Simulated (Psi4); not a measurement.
# doublet [Ge2H6]+: UBHLYP/6-31G(d) (spherical functions)

Aim: the energy of doublet [Ge2H6]+. The job is set up through an ASE script.

The calculation is run with Psi4 1.11.

1 further run of the same task is left out (set aside as unsound or not needed).

## (1) The molecule

[Ge2H6]+: 8 atoms, total charge +1, spin state doublet. As SMILES of the parent species, `[GeH3][GeH3]`. The shape is that of a PBE0-D4/def2-TZVP optimisation. That shape belongs to the parent species and isn't relaxed for this state.

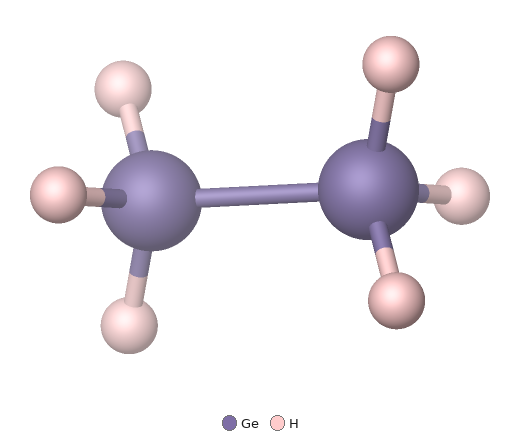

Viewed from a chosen angle; germanium purple, hydrogen pink.

## (2) A single-point energy at UBHLYP/6-31G(d) (spherical functions)

The input, ge2h6.xyz:

```xyz
8
Ge2H6
Ge    -0.569150     0.281910    -1.029950
Ge     0.569150    -0.281910     1.029950
H     -0.360530    -0.825230    -2.075830
H     -2.077470     0.442320    -0.780090
H     -0.023210     1.601970    -1.597890
H      0.367430     0.829100     2.073090
H      2.076310    -0.450460     0.778490
H      0.017470    -1.597700     1.602230
```

The input, run_ase.py:

```python
import numpy as np
from ase.calculators.psi4 import Psi4
from ase.io import read

mol = read('ge2h6.xyz')
calc = Psi4(atoms=mol, method='bhhlyp', basis='6-31G*', memory='2200MB', num_threads=1, charge=1, multiplicity=2, label='calc', reference='uks')
calc.psi4.set_options({'puream': True, 'e_convergence': 1e-09, 'd_convergence': 1e-08, 'scf_type': 'pk', 'dft_radial_points': 99, 'dft_spherical_points': 590, 'maxiter': 100})
mol.calc = calc

print(f'energy: {mol.get_potential_energy():.6f} eV')
```

On the command line:

```console
python run_ase.py
```

calc.dat:

```text
[...]
  Running in c1 symmetry.
[...]
  Nuclear repulsion =  323.373940276510041
[...]
  Multiplicity = 2
[...]
  Nalpha       = 35
  Nbeta        = 34
[...]
    Number of basis functions: 76
[...]
   @UKS iter   1: -4154.21857585999987   -4.40021e+00   4.62140e-02 ADIIS/DIIS
[...]
   @UKS iter  14: -4156.59831915388077   -3.63798e-12   6.41598e-09 DIIS
[...]
   @S^2 Observed:                7.530006598E-01
[...]
    Orbital Energies [Eh]
    ---------------------
    Alpha Occupied:
       1A   -401.474446     2A   -401.474425     3A    -50.964120
       4A    -50.964090     5A    -45.324898     6A    -45.324874
       7A    -45.321546     8A    -45.321546     9A    -45.321542
      10A    -45.321542    11A     -6.863169    12A     -6.863115
      13A     -4.966118    14A     -4.965686    15A     -4.955323
      16A     -4.955323    17A     -4.955267    18A     -4.955267
      19A     -1.639781    20A     -1.632634    21A     -1.632634
      22A     -1.630119    23A     -1.629114    24A     -1.629114
      25A     -1.623003    26A     -1.623003    27A     -1.622723
      28A     -1.622723    29A     -0.917903    30A     -0.824580
      31A     -0.637941    32A     -0.637940    33A     -0.607370
      34A     -0.607370    35A     -0.601408
[...]
  @UKS Final Energy: -4156.59831915388077
   => Energetics <=
    Nuclear Repulsion Energy =            323.3739402765100408
    One-Electron Energy =               -6420.1855289673449079
    Two-Electron Energy =                2021.8584817906416902
    DFT Exchange-Correlation Energy =     -81.6452122536878591
    Empirical Dispersion Energy =           0.0000000000000000
    VV10 Nonlocal Energy =                  0.0000000000000000
    Total Energy =                      -4156.5983191538807660
[...]
 Multipole Moments:
 ------------------------------------------------------------------------------------
     Multipole            Electronic (a.u.)      Nuclear  (a.u.)        Total (a.u.)
 ------------------------------------------------------------------------------------
 L = 1.  Multiply by 2.5417464519 to convert [e a0] to [Debye]
 Dipole X            :          0.0000011            0.0000000            0.0000011
 Dipole Y            :          0.0000004            0.0000000            0.0000004
 Dipole Z            :          0.0000000            0.0000000            0.0000000
 Magnitude           :                                                    0.0000011
[...]
```

The script printed:

```text
energy: -113106.801411 eV
```

Run time: 16 s. Hardware: 1 thread of Intel Xeon 6975P-C (Granite Rapids), shared host; peak memory 1 GiB.

## (3) Summary of results

Level: UBHLYP/6-31G* (spherical functions).

| quantity | value |
| --- | --- |
| total energy | -4156.59832 Eh |
| HOMO energy (highest over α and β) | -16.19 eV |
| LUMO energy (lowest over α and β) | -11.48 eV |
| ⟨S²⟩ | 0.753 |
